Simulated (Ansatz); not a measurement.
# Phonons of Sb (Pm-3m, 1 atom in the cell) against volume

Does Sb (Pm-3m, 1 atom in the cell) expand much on heating, by its phonons?

Program: Ansatz 0.2.0. Level of theory: DFT PBEsol, scalar-relativistic, plane waves, norm-conserving pseudopotentials. Results are calculated unless marked as measured.

This is not the structure that Sb takes at ambient pressure and room temperature (space group No. 166); it is a model or a phase of other conditions.

## Step 1: The structure

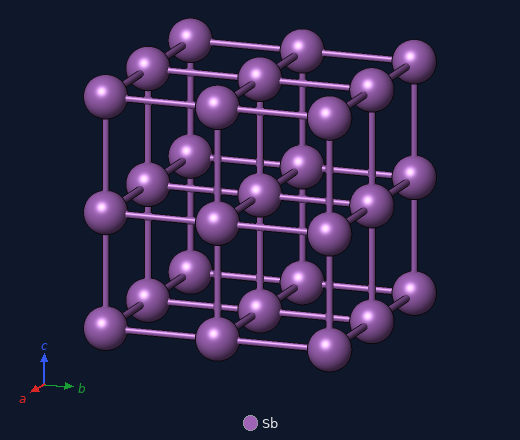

Start, viewed slightly off an axis; antimony purple. 2×2×2 cells are drawn. Some periodic images of atoms are drawn too.

## Step 2: Response at finite wavevector

The cell comes from relaxations at this level that are not shown. Stability and thermal properties need the whole zone. Linear response on a 4×4×4 q mesh gives force constants as far as a supercell of that size would.

input.yaml reads:

```yaml
crystal:
  lattice:
    - [3.0602051925, 0.0, 0.0]
    - [0.0, 3.0602051925, 0.0]
    - [0.0, 0.0, 3.0602051925]
  atoms:
    - { symbol: Sb, position: [0.0, 0.0, 0.0] }
kpoints:
  mp_grid: { grid: [12, 12, 12] }
hamiltonian:
  xc: pbesol
  pseudopotentials: { kind: nc }
scf:
  occupations: { method: methfessel_paxton, width: 0.15 }
output:
  eigenvalues: true
phonons:
  method: dfpt
  qmesh: [4, 4, 4]
  temperatures: { t_max: 1000, t_step: 50 }
  qpath:
    path:
      - [[0.0, 0.0, 0.0], [0.0, 0.5, 0.0], [0.5, 0.5, 0.0], [0.0, 0.0, 0.0], [0.5, 0.5, 0.5], [0.0, 0.5, 0.0]]
      - [[0.5, 0.5, 0.5], [0.5, 0.5, 0.0]]
    npoints: 10
```

Command:

```
ansatz run input.yaml --threads 4 --pin off --max-ram 7168MiB --backend cpu --events-out ev --progress --plain --runs-dir out
```

Numbers of over 12 decimals in the logs are rounded to 6 here.

The log of the run:

```text
Engine: ansatz 0.2.0, aarch64-unknown-linux-gnu
Pseudopotentials: kind: nc
Pseudopotential: Sb, nc, valence charge 15, recommended cutoff 1088.45545 eV (normal), Sb.nc.azcp (PseudoDojo's, or run here from an input of PseudoDojo's: the run reads no file of this project's for it)
Functional definition: PBEsol
  exchange = pbesol_x
  correlation = pbesol_c
Crystal: 1 atoms, lattice volume = 28.658 Å³
Basis set: ecut = 1088.45545 eV, 2325 PW (Γ), exchange–correlation on 72×72×72 points (8 copies of the dense FFT grid, shifted against one another)
Bands: 12, of which v1, the nominal top of the filled ones, is band 8 counted from 1 (7 counted from 0)
Symmetry: 48 space group operations
k-points: 84 of 1728
Non-local potential: Sb, projectors of the file, l = 0: 2, l = 1: 2, l = 2: 2, l = 3: 2
Initial density: superposition of atomic densities (chi_scale 0.1, normalization cell)
Initial wavefunctions: pseudopotential atomic-orbital guess
Functional: x = pbesol(κ = 0.804, μ = 0.123457), c = pbesol(β = 0.046)
SCF iter   1: F=—  HF=-2469.728739 eV  |F-HF|=—  |Δ(HF+E_count)|=         —  Δρ=1.25e-2  dr2=3.61e-2  ethr=3.10e-3  ⟨swp⟩=5.5  Hψ=6371  notcnv=0
preconditioner: auto → none  [metal: Δε(μ)=0.092 eV  Ē_g=12.394 eV  σ=0.150 eV  W_gap=0.47  n_scr=6 (ndim 8)  ℏωp=15.5 eV  f_vac=0.000  D(μ)=0.78/eV (n_scr^D=6)  sad-step TF]
SCF iter   2: F=—  HF=-2469.725874 eV  |F-HF|=—  |Δ(HF+E_count)|=   2.86e-3  S|Δr|=    0.00e0  Δρ=8.11e-3  dr2=1.49e-2  ethr=2.41e-4  ⟨swp⟩=1.2  Hψ=1695  notcnv=0
SCF iter   3: F=—  HF=-2469.724520 eV  |F-HF|=—  |Δ(HF+E_count)|=   1.35e-3  S|Δr|=    0.00e0  Δρ=4.75e-4  dr2=6.13e-5  ethr=9.95e-5  ⟨swp⟩=1.4  Hψ=1145  notcnv=0
SCF iter   4: F=—  HF=-2469.724575 eV  |F-HF|=—  |Δ(HF+E_count)|=   5.48e-5  S|Δr|=    0.00e0  Δρ=2.92e-4  dr2=8.60e-6  ethr=4.09e-7  ⟨swp⟩=2.0  Hψ=1608  notcnv=0
SCF iter   5: F=—  HF=-2469.724578 eV  |F-HF|=—  |Δ(HF+E_count)|=   2.51e-6  S|Δr|=    0.00e0  Δρ=7.45e-5  dr2=6.03e-7  ethr=5.73e-8  ⟨swp⟩=2.0  Hψ=1594  notcnv=0
SCF iter   6: F=—  HF=-2469.724585 eV  |F-HF|=—  |Δ(HF+E_count)|=   7.53e-6  S|Δr|=    0.00e0  Δρ=3.43e-5  dr2=1.17e-7  ethr=4.02e-9  ⟨swp⟩=2.1  Hψ=1556  notcnv=0
SCF iter   7: F=—  HF=-2469.724585 eV  |F-HF|=—  |Δ(HF+E_count)|=   5.43e-8  S|Δr|=    0.00e0  Δρ=4.54e-6  dr2=2.12e-9  ethr=7.80e-10  ⟨swp⟩=2.0  Hψ=1404  notcnv=0
SCF iter   8: F=—  HF=-2469.724585 eV  |F-HF|=—  |Δ(HF+E_count)|=   1.25e-9  S|Δr|=    0.00e0  Δρ=5.71e-7  dr2=4.33e-11  ethr=1.41e-11  ⟨swp⟩=2.0  Hψ=1495  notcnv=0
SCF iter   9: F=-2469.724585 eV  HF=-2469.724585 eV  |F-HF|=4.55e-13  |Δ(HF+E_count)|=  2.68e-11  S|Δr|=    0.00e0  Δρ=6.56e-8  dr2=3.70e-13  ethr=1.00e-12  ⟨swp⟩=8.3  Hψ=5586  notcnv=0
SCF 1 converged in 9 iterations: F = -2469.724585 eV  dr2 = 3.70e-13
NSCF: frozen V_eff on 84 k-points
WARN: eigensolver did not converge in 17 slots of this pass, the one above among them; of largest residual over every band (k=18): 1 band(s) unlocked (lowest unlocked band 11, counted from 0; max residual 5.70e-4 eV among the unlocked bands, 5.70e-4 eV over every band); of lowest unlocked band (k=3): band 11
NSCF: frozen V_eff on 196 k-points
DFPT response loops at q = (0, 0, 0) (fractional): preconditioner auto → Kerker (q_TF=auto, 2.449 Å⁻¹) (partly filled bands, converged f_vac=0.000); β = 1.00, the filter's whole step (`scf.mixing.beta` (0.50) is not read by the response loops under this deck's `scf.mixing.preconditioner`; to damp them name `kerker` or `kerker_dos`, under which they read `scf.mixing.beta`, and type it under 1.00, their step now; both keys bind the ground state too); Broyden in place of MSR1
NSCF: frozen V_eff on 1176 k-points
DFPT response loops at q = (0, 0, 0.25) (fractional): mixed as the last ones told, above
NSCF: frozen V_eff on 686 k-points
DFPT response loops at q = (0, 0, -0.5) (fractional): mixed as the last ones told, above
NSCF: frozen V_eff on 2016 k-points
DFPT response loops at q = (0, 0.25, 0.25) (fractional): mixed as the last ones told, above
NSCF: frozen V_eff on 1176 k-points
DFPT response loops at q = (0, 0.25, -0.5) (fractional): mixed as the last ones told, above
NSCF: frozen V_eff on 686 k-points
DFPT response loops at q = (0, -0.5, -0.5) (fractional): mixed as the last ones told, above
NSCF: frozen V_eff on 1872 k-points
DFPT response loops at q = (0.25, 0.25, 0.25) (fractional): mixed as the last ones told, above
NSCF: frozen V_eff on 2016 k-points
DFPT response loops at q = (0.25, 0.25, -0.5) (fractional): mixed as the last ones told, above
NSCF: frozen V_eff on 1176 k-points
DFPT response loops at q = (0.25, -0.5, -0.5) (fractional): mixed as the last ones told, above
NSCF: frozen V_eff on 392 k-points
DFPT response loops at q = (-0.5, -0.5, -0.5) (fractional): mixed as the last ones told, above
SCF converged after 9 iterations
Stability not checked: this state was not tested for a lower state beside it, because cold or Methfessel-Paxton smearing, or corrected tetrahedra, fill the levels in a way that the test cannot read (fill_not_monotonic; see scf.lower_state_search)
Free energy (F): -2469.724585 eV
Harris-Foulkes:  -2469.724585 eV  (|F-HF|=4.55e-13)
Internal energy: -2469.724077 eV  (E = F + TS)
E sigma→0 (E₀):  -2469.724458 eV
Entropy (-TS):   -0.000509 eV (-0.509 meV/atom)
Fermi energy:    10.999991 eV
--- Per-component energies (eV) ---
  E_band       = -153.486293
  E_kinetic    = 1449.385843
  E_local      = -1085.980896  (includes V_loc(G=0)·N_el)
  E_nonlocal   = -1299.900006
  E_hartree    = 580.027066
  E_xc         = -611.295115
  E_vxc        = -377.045359  (∫ρ·V_xc dr)
  E_ewald      = -1501.960969
  E_smearing   = -0.000509  (= −TS)
  E_closure    = 0.000000  (closes the sum)
  Σ components = -2469.724585   (vs F -2469.724585, Δ=0.00e0)
--- Band table (eV; the first three rows and the last of 84) ---
  k-point 0: bands = [... 4 lower, -18.0861, -1.8138, 14.2588, 14.2588, 14.2588, 18.1072, 18.1072, 19.2839]
  k-point 1: bands = [... 4 lower, -18.0858, -1.7089, 12.9941, 14.3634, 14.3634, 18.1939, 18.7728, 20.1459]
  k-point 2: bands = [... 4 lower, -18.0851, -1.3974, 10.8790, 14.6668, 14.6668, 18.4532, 19.1833, 22.6236]
  k-point 83: bands = [... 4 lower, -18.0015, 6.5597, 9.2180, 9.2180, 9.2180, 15.7282, 15.7282, 15.7282]
--- Phonons (Γ-DFPT): 1 representative perturbation + reference (Σ response iterations 3) ---
  ASR residual: 1.371e-4 → 0.000e0 eV/Å²; symmetrization residual: 8.132e-20 eV/Å²
  ASR residual per site (eV/Å²): 1.37e-4
  Γ frequencies (cm⁻¹): 0.00 0.00 0.00
--- Phonons (arbitrary-q DFPT): 10 irreducible q on the 4×4×4 mesh ---
  q = [0.0000, 0.0000, 0.0000] (star 1, of the zone-centre solve; hermiticity 1.61e-25, symmetrization 5.93e-16): 0.00 0.00 0.00
  q = [0.0000, 0.0000, 0.2500] (star 6, 2 solved perturbations in 924 linear systems a pass and spin channel, the states on 588 of 1728 k-point pairs; hermiticity 1.08e-12, symmetrization 3.49e-12, the responses' own estimated error 4.1e-4 eV/Å²): 29.91 29.91 96.38
  q = [0.0000, 0.0000, -0.5000] (star 3, 2 solved perturbations in 539 linear systems a pass and spin channel, the states on 343 of 1728 k-point pairs; hermiticity 2.43e-14, symmetrization 4.54e-12, the responses' own estimated error 3.5e-4 eV/Å²): 35.43 35.43 103.47
  q = [0.0000, 0.2500, 0.2500] (star 12, 2 solved perturbations in 1554 linear systems a pass and spin channel, the states on 1008 of 1728 k-point pairs; hermiticity 3.68e-14, symmetrization 4.10e-12, the responses' own estimated error 4.4e-4 eV/Å²): 43.04 99.03 117.86
  q = [0.0000, 0.2500, -0.5000] (star 12, 3 solved perturbations on 588 of 1728 k-point pairs; hermiticity 6.24e-14, symmetrization 3.07e-14, the responses' own estimated error 3.6e-4 eV/Å²): 46.79 86.09 109.39
  q = [0.0000, -0.5000, -0.5000] (star 3, 2 solved perturbations in 539 linear systems a pass and spin channel, the states on 343 of 1728 k-point pairs; hermiticity 2.64e-13, symmetrization 4.32e-12, the responses' own estimated error 3.5e-4 eV/Å²): 45.83 86.76 86.76
  q = [0.2500, 0.2500, 0.2500] (star 8, 1 solved perturbation on 936 of 1728 k-point pairs; hermiticity 1.35e-13, symmetrization 4.12e-12, the responses' own estimated error 4.4e-4 eV/Å²): 108.05 108.05 126.84
  q = [0.2500, 0.2500, -0.5000] (star 12, 2 solved perturbations in 1554 linear systems a pass and spin channel, the states on 1008 of 1728 k-point pairs; hermiticity 2.21e-14, symmetrization 2.62e-12, the responses' own estimated error 3.5e-4 eV/Å²): 74.43 105.99 115.65
  q = [0.2500, -0.5000, -0.5000] (star 6, 2 solved perturbations in 924 linear systems a pass and spin channel, the states on 588 of 1728 k-point pairs; hermiticity 3.15e-13, symmetrization 3.63e-12, the responses' own estimated error 3.5e-4 eV/Å²): 50.34 50.34 105.91
  q = [-0.5000, -0.5000, -0.5000] (star 1, 1 solved perturbation on 196 of 1728 k-point pairs; hermiticity 2.54e-13, symmetrization 4.39e-12, the responses' own estimated error 1.6e-4 eV/Å²): -131.65 -131.65 -131.65
  sum rule: each row above includes the acoustic sum rule's correction from the zone centre's row sums; it moved no ω² by more than (0.55 cm⁻¹)²
  mesh force constants: q→R imaginary residual 0.00e0; ASR residual 1.371e-4 → 0.000e0 eV/Å²; symmetrization residual 4.441e-15 eV/Å²
  interpolated dispersion: 62 rows × 3 modes
  density of states and harmonic sums: on the 20×20×20 q-mesh, interpolated from the force constants of a 4×4×4 supercell (no non-analytic term)
  largest difference from the sums on the solved wave vectors: F 1.57e-2 eV, S 1.66e-5 and C_V 3.01e-6 eV/K
  zero-point energy: 0.015460 eV/cell   skipped modes (ω ≤ 0): 54, of them read as no rigid motion or as one in doubt: 51 (1.031e-1 modes/cell left out, lowest -131.65 cm⁻¹)   left out of the sums: 3.45e-2 of the cell's modes: C_V's classical limit lies that fraction below 3 k_B per atom; for a crystal, a wire or a layer, F and S can be off by more, and a phonons.interpolated_qmesh denser along its periods is the remedy for the sampling
```

Elapsed: 2.6 min, on 4 threads of Arm Neoverse V2, shared host; peak memory 2.6 GiB.

Numbers from this step:

| Property | Result |
| --- | --- |
| volume per atom | 28.66 Å³ |
| gap on the k-mesh | 0 eV |
| sum-rule residual before enforcement | 1.37e-4 eV/Å² |
| lowest frequency on the path | -131.7 cm⁻¹ |
| highest frequency on the path or at a solved wavevector | 126.8 cm⁻¹ |
| lowest mode on the q mesh (acoustic modes at Γ apart) | -131.7 cm⁻¹ |

Frequencies (cm⁻¹) solved at each irreducible wavevector; negative means imaginary. Frequencies by wavevector, by row:

```
q in reciprocal lattice units  star  mode 1  mode 2  mode 3
                        0 0 0     1       0       0       0
                     0 0 0.25     6    29.9    29.9    96.4
                     0 0 -0.5     3    35.4    35.4   103.5
                  0 0.25 0.25    12      43      99   117.9
                  0 0.25 -0.5    12    46.8    86.1   109.4
                  0 -0.5 -0.5     3    45.8    86.8    86.8
               0.25 0.25 0.25     8     108     108   126.8
               0.25 0.25 -0.5    12    74.4     106   115.7
               0.25 -0.5 -0.5     6    50.3    50.3   105.9
               -0.5 -0.5 -0.5     1  -131.7  -131.7  -131.7
```

Symmetry leaves 10 wavevectors to solve. The lowest mode among them, the acoustic zeros apart, lies at q = (-0.5, -0.5, -0.5) and is imaginary, 131.7i cm⁻¹, so the energy falls along it.

## Step 3: Relaxing at another volume, volume ratio 0.97

The volume is scaled by 0.97 and held; symmetry leaves nothing to relax, so this is a single point. The modes can then be followed against volume.

input.yaml, the sections that differ from step 2:

```yaml
crystal:
  lattice:
    - [3.0292919154, 0.0, 0.0]
    - [0.0, 3.0292919154, 0.0]
    - [0.0, 0.0, 3.0292919154]
  atoms:
    - { symbol: Sb, position: [0.0, 0.0, 0.0] }
output:
  forces: true
  stress: true
  eigenvalues: true
# kpoints, hamiltonian, scf: as in step 2
# phonons: removed
```

The log of the run:

```text
[...]
Crystal: 1 atoms, lattice volume = 27.799 Å³
Basis set: ecut = 1088.45545 eV, 2301 PW (Γ), exchange–correlation on 72×72×72 points (8 copies of the dense FFT grid, shifted against one another)
Bands: 12, of which v1, the nominal top of the filled ones, is band 8 counted from 1 (7 counted from 0)
Symmetry: 48 space group operations
[...]
k-points: 84 of 1728
[...]
--- Band table (eV; the first three rows and the last of 84) ---
  k-point 0: bands = [... 4 lower, -17.6139, -1.5579, 14.8411, 14.8411, 14.8411, 18.6585, 18.6585, 19.9835]
  k-point 1: bands = [... 4 lower, -17.6136, -1.4497, 13.5325, 14.9501, 14.9501, 18.7464, 19.3762, 20.8385]
  k-point 2: bands = [... 4 lower, -17.6128, -1.1280, 11.3594, 15.2662, 15.2662, 19.0095, 19.8186, 23.3457]
  k-point 83: bands = [... 4 lower, -17.5219, 7.2548, 9.6614, 9.6614, 9.6614, 16.1932, 16.1932, 16.1932]
[key lines of the parts left out:]
SCF converged after 7 iterations
Free energy (F): -2469.719488 eV
Fermi energy:    11.513025 eV
P = ⅓ Tr σ = 1.9531 GPa (19.531 kbar)
```

The job ended after 1.4 s (4 threads; peak memory 0.37 GiB).

Numbers from this step:

```yaml
pressure: 1.953 GPa
volume_per_atom: 27.80 Å³
```

The run ends at a pressure of 1.95 GPa.

## Step 4: Phonons at the other volume, volume ratio 0.97

The phonons are repeated at this volume on the same k and q meshes.

input.yaml, the sections that differ from step 3:

```yaml
output:
  eigenvalues: true
phonons:
  method: dfpt
  qmesh: [4, 4, 4]
  temperatures: { t_max: 1000, t_step: 50 }
  qpath:
    path:
      - [[0.0, 0.0, 0.0], [0.0, 0.5, 0.0], [0.5, 0.5, 0.0], [0.0, 0.0, 0.0], [0.5, 0.5, 0.5], [0.0, 0.5, 0.0]]
      - [[0.5, 0.5, 0.5], [0.5, 0.5, 0.0]]
    npoints: 10
# crystal, kpoints, hamiltonian, scf: as in step 3
```

The log of the run:

```text
[...]
Crystal: 1 atoms, lattice volume = 27.799 Å³
Basis set: ecut = 1088.45545 eV, 2301 PW (Γ), exchange–correlation on 72×72×72 points (8 copies of the dense FFT grid, shifted against one another)
Bands: 12, of which v1, the nominal top of the filled ones, is band 8 counted from 1 (7 counted from 0)
Symmetry: 48 space group operations
k-points: 84 of 1728
[...]
SCF iter   1: F=—  HF=-2469.724096 eV  |F-HF|=—  |Δ(HF+E_count)|=         —  Δρ=1.31e-2  dr2=3.79e-2  ethr=3.10e-3  ⟨swp⟩=5.5  Hψ=6349  notcnv=0
[...]
SCF iter   9: F=-2469.719488 eV  HF=-2469.719488 eV  |F-HF|=1.36e-12  |Δ(HF+E_count)|=  3.68e-11  S|Δr|=    0.00e0  Δρ=1.87e-7  dr2=2.94e-12  ethr=1.00e-12  ⟨swp⟩=8.3  Hψ=5720  notcnv=0
SCF 1 converged in 9 iterations: F = -2469.719488 eV  dr2 = 2.94e-12
NSCF: frozen V_eff on 84 k-points
[...]
SCF converged after 9 iterations
[...]
Free energy (F): -2469.719488 eV
[...]
Internal energy: -2469.718775 eV  (E = F + TS)
E sigma→0 (E₀):  -2469.719309 eV
Entropy (-TS):   -0.000713 eV (-0.713 meV/atom)
Fermi energy:    11.513027 eV
[...]
--- Band table (eV; the first three rows and the last of 84) ---
  k-point 0: bands = [... 4 lower, -17.6140, -1.5579, 14.8411, 14.8411, 14.8411, 18.6585, 18.6585, 19.9835]
  k-point 1: bands = [... 4 lower, -17.6137, -1.4497, 13.5325, 14.9501, 14.9501, 18.7464, 19.3762, 20.8385]
  k-point 2: bands = [... 4 lower, -17.6129, -1.1280, 11.3594, 15.2662, 15.2662, 19.0095, 19.8186, 23.3457]
  k-point 83: bands = [... 4 lower, -17.5220, 7.2548, 9.6614, 9.6614, 9.6614, 16.1932, 16.1932, 16.1932]
[...]
ASR residual: 3.725e-4 → 0.000e0 eV/Å²; symmetrization residual: 1.626e-19 eV/Å²
  ASR residual per site (eV/Å²): 3.72e-4
  Γ frequencies (cm⁻¹): 0.00 0.00 0.00
--- Phonons (arbitrary-q DFPT): 10 irreducible q on the 4×4×4 mesh ---
[...]
interpolated dispersion: 62 rows × 3 modes
[...]
```

Wall time 2.5 min (4 threads); peak memory 2.5 GiB; 9.9 min of CPU time.

This step gave:

```yaml
sum_rule_residual_before_enforcement: 3.72e-4 eV/Å²
lowest_frequency_on_the_path: -120.1 cm⁻¹
highest_frequency_on_the_path_or_at_a_solved_wavevector: 134.9 cm⁻¹
lowest_mode_on_the_q_mesh_acoustic_modes_at_gamma_apart: -120.1 cm⁻¹
```

[end of part 1 of 2]

[Logs are printed without paths, hosts, clocks, repeated set-up lines and the standing remarks that a program may print on its own settings, such as how far it seeks lower states.]

[Hosts, paths, dates, database ids (printed as entryN), source tags and the programs' standing remarks are cut or masked in the printed files.]
